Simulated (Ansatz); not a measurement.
# H5NOSn: what the fields show

The calculation's input:

```
crystal:
  periodic: [false, false, false]
  atoms:
    - {symbol: N, position_ang: [-0.743647, -1.404749, -0.405939]}
    - {symbol: O, position_ang: [2.175719, -0.437955, -1.371697]}
    - {symbol: Sn, position_ang: [0.737943, -1.764008, -1.775408]}
    - {symbol: H, position_ang: [-1.403022, -0.674349, -0.672763]}
    - {symbol: H, position_ang: [-1.278020, -2.234793, -0.150038]}
    - {symbol: H, position_ang: [1.276086, -3.372913, -1.483011]}
    - {symbol: H, position_ang: [0.365638, -1.405113, -3.413113]}
    - {symbol: H, position_ang: [2.302787, -0.349724, -0.416417]}
basis:
  gaussian: {orbitals: def2-TZVPD}
hamiltonian: {xc: pbe0}
output: {forces: true, orbitals: {seedname: orbitals}}
```

Run with:

```sh
ansatz run input.yaml --threads 1 --pin off --max-ram 2610MiB --events-out events.jsonl --progress --plain --runs-dir runs
```

Geometry: B3LYP-D3(BJ)/def2-SVP; core potentials replace the inner electrons of Sn.

The calculation used isolated molecule in a Gaussian basis; Kohn-Sham density functional theory, functional PBE0 (Ansatz 0.2.0).

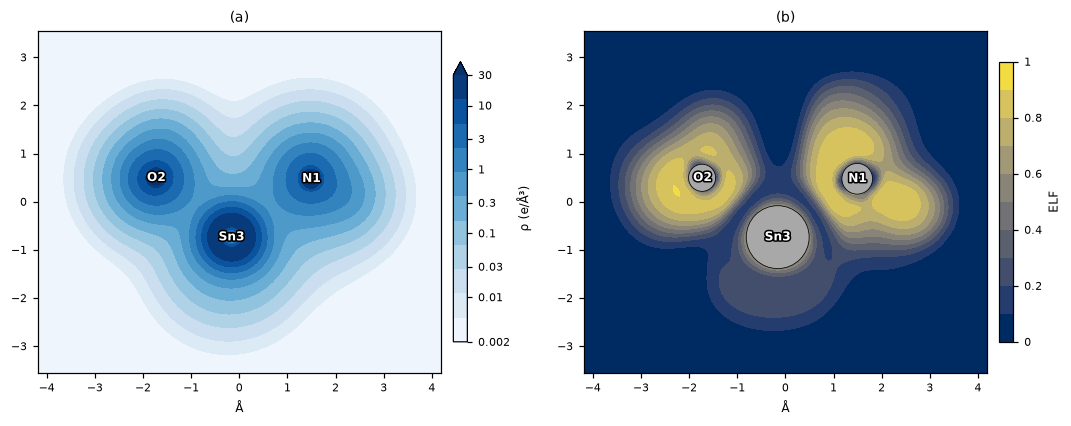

Figure 1. (a) electron density; (b) ELF on the plane of atoms N1, Sn3 and O2. Grey discs cover the atomic cores in the ELF map.

Q: What do the fields say about this system?

A:
- The plane passes through N, O and Sn nuclei.
- Sn–O (2.00 Å): ρ is about 0.78 e/Å³ halfway; the ELF peaks at about 0.85 in the valence shell of O, 0.6 Å from its nucleus, and drops to about 0.15 between the two atoms.
- Sn–N (2.05 Å): ρ is about 0.77 e/Å³ halfway; the ELF peaks at about 0.85 in the valence shell of N, 0.6 Å from its nucleus, and drops to about 0.15 between the two atoms.
- The ELF also peaks beside O2 and N1, away from the bonds: lone-pair regions.

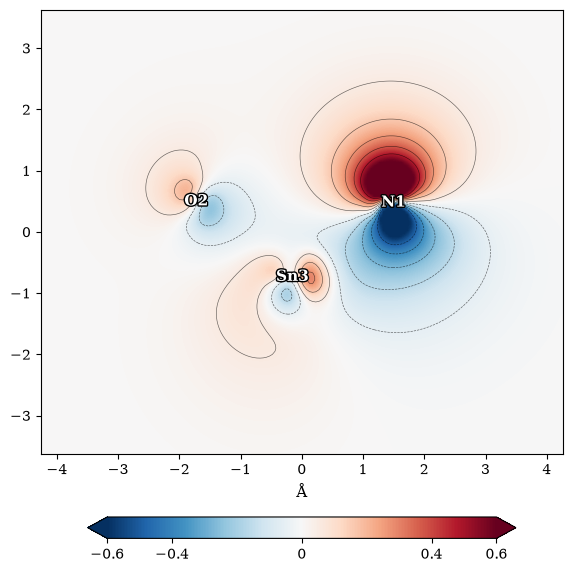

Figure 2. The HOMO on the plane of atoms N1, Sn3 and O2 (values in Å⁻³ᐟ²; the overall sign is arbitrary).

Q: What is the character of this orbital?

A: Its weight (Hirshfeld) is mainly on N1 (about 70 %) and Sn3 (about 10 %); largely a lone pair of N1. Its energy is −7.54 eV.
